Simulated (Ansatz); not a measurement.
## Electronic structure of C3H10OSi in real space

```xyz
15

Si    0.1289    0.3343   -0.4076
H     1.3266    0.3024   -1.2883
O     0.6155    0.0939    1.1538
C     1.3694   -1.0139    1.5646
H     2.2783   -1.1242    0.9719
C    -1.0489   -1.0111   -0.9634
C    -0.6788    2.0125   -0.4605
H     0.7965   -1.9388    1.4926
H     1.6541   -0.8702    2.6022
H    -1.9549   -1.0143   -0.3602
H    -0.6000   -2.0001   -0.8931
H    -1.3409   -0.8604   -2.0016
H    -1.5527    2.0425    0.1867
H     0.0081    2.7866   -0.1275
H    -1.0014    2.2609   -1.4699
```

Method: RKS BHLYP-D4/6-31G* in Ansatz 0.2.0.

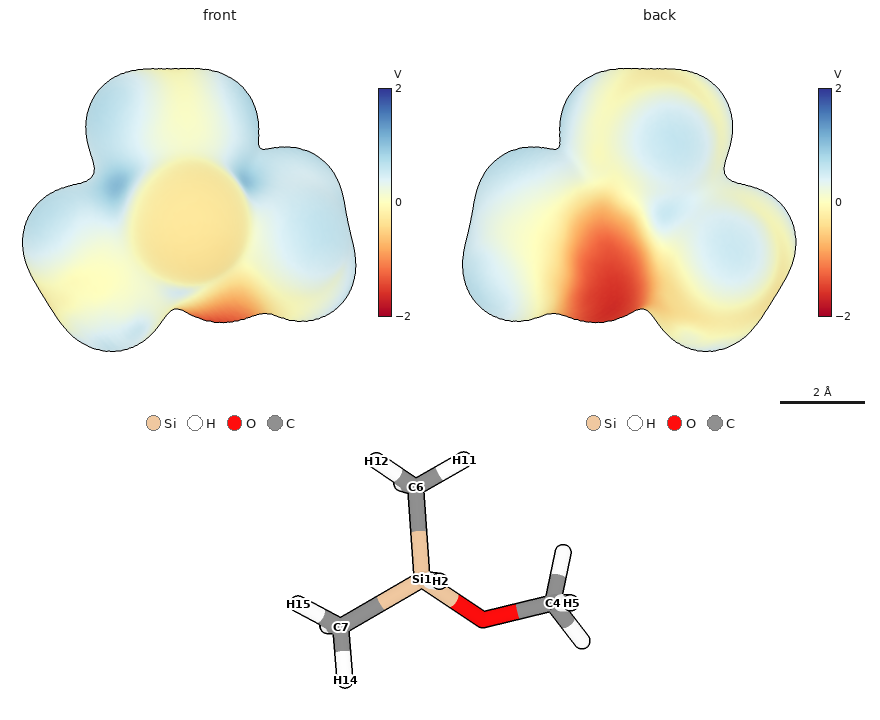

Figure 1. The molecular electrostatic potential painted on the density surface at 0.002 e/bohr³, seen from the front and from behind; red is negative and blue positive. The bare structure is drawn below in the same view.

> Describe the electrostatic potential map.

The most negative region (about −1.6 V) lies over O3, the most positive (about +0.9 V) over Si1. O3 is the likeliest acceptor of a hydrogen bond.

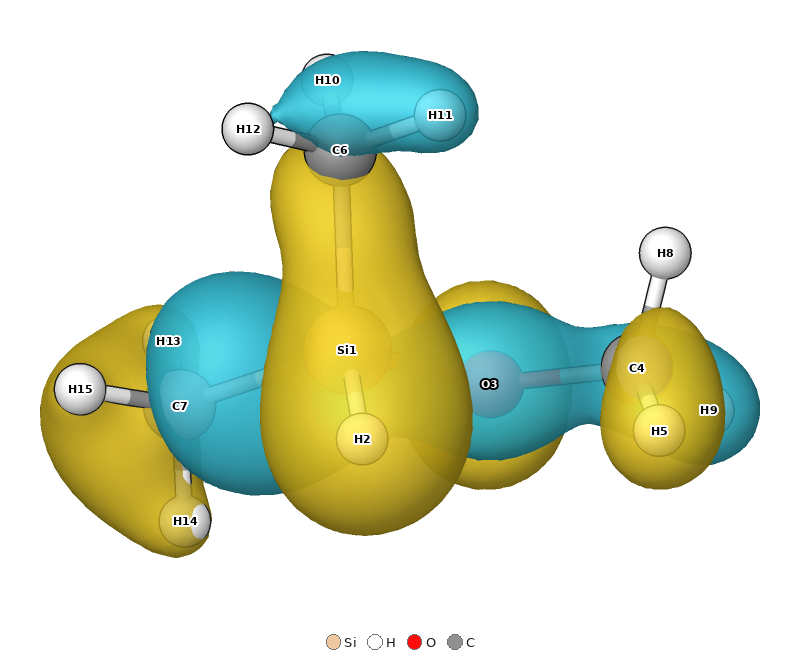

Figure 2. The HOMO−1 at ±0.1 Å⁻³ᐟ² (yellow and cyan are the two phases), seen at a tilt.

> Where does this orbital lie, and at what energy?

It lies mainly on O3 (about 25 %), C7 (about 20 %), Si1 (about 20 %) and H2 (about 10 %). Its energy is −9.58 eV.

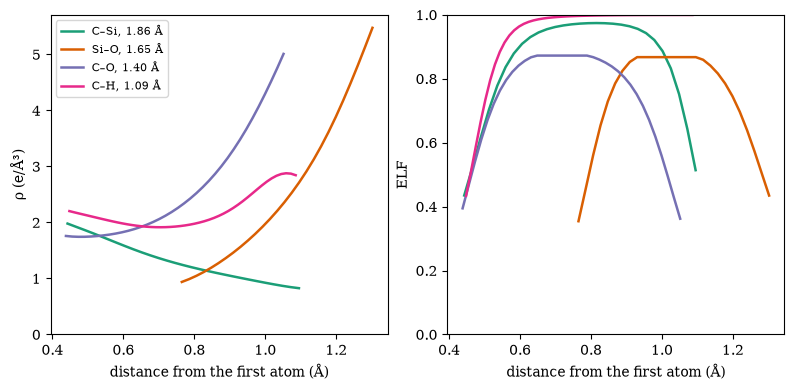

Figure 3. Electron density and electron localisation function along straight lines between neighbouring atoms. The curves leave out the atomic cores.

> What can be read from the curves?

C–Si (1.86 Å): ρ is about 1 e/Å³ halfway; the ELF peaks at about 1 between the atoms, as expected for a covalent bond.
Si–O (1.65 Å): ρ is about 1.1 e/Å³ halfway; the ELF peaks at about 0.85 between the atoms, as expected for a polar covalent bond.
C–O (1.40 Å): the density is about 2.1 e/Å³ at the midpoint, with its minimum of 1.7 e/Å³ about 0.5 Å from C; the ELF peaks at about 0.85 between the atoms (a shared but strongly polarised pair).
C–H (1.09 Å): ρ is about 2.1 e/Å³ halfway; the ELF climbs to about 1 towards the hydrogen, as it does in any bond to H: a covalent bond by its length.
